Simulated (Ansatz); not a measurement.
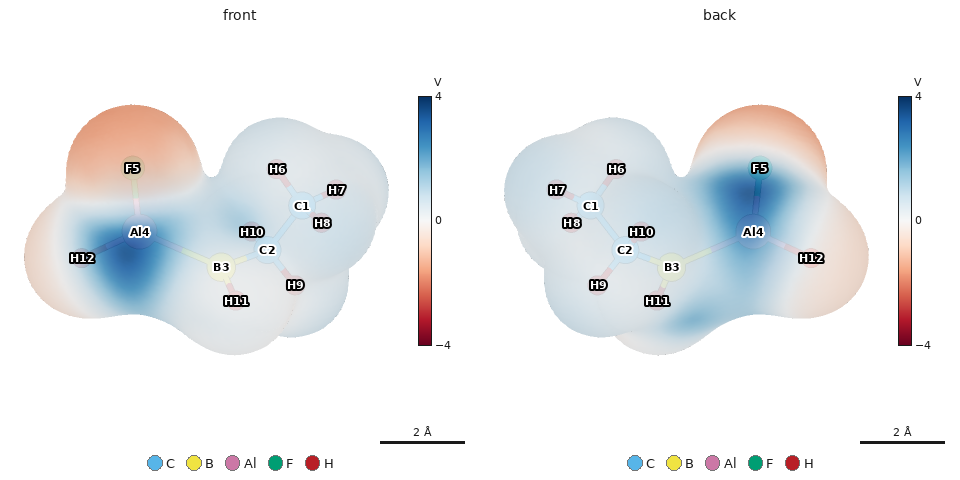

*C₂H₇AlBF (SMILES CC[BH][AlH][F]). The electrostatic potential painted on the density surface at 0.002 e/bohr³, seen from the front and from behind; the colour scale runs from red (negative) to blue (positive).*

The calculation used RKS PBE0/def2-SVP (Ansatz 0.2.0).

```csv
atom,x (Å),y (Å),z (Å)
C,-0.4089,-0.1073,1.4512
C,0.8966,0.1375,0.6615
B,0.9448,1.6972,0.5150
Al,1.9599,3.0335,1.8287
F,1.2566,3.3760,3.3134
H,-0.3988,0.3880,2.4358
H,-0.5543,-1.1836,1.6317
H,-1.2925,0.2583,0.9055
H,0.8221,-0.3757,-0.3117
H,1.7383,-0.3063,1.2160
H,0.2535,2.1670,-0.3715
H,3.3436,3.7833,1.5858
```

Describe the electrostatic potential map.

The most negative region (about −1.6 V) lies over F5, the most positive (about +3.3 V) over Al4.
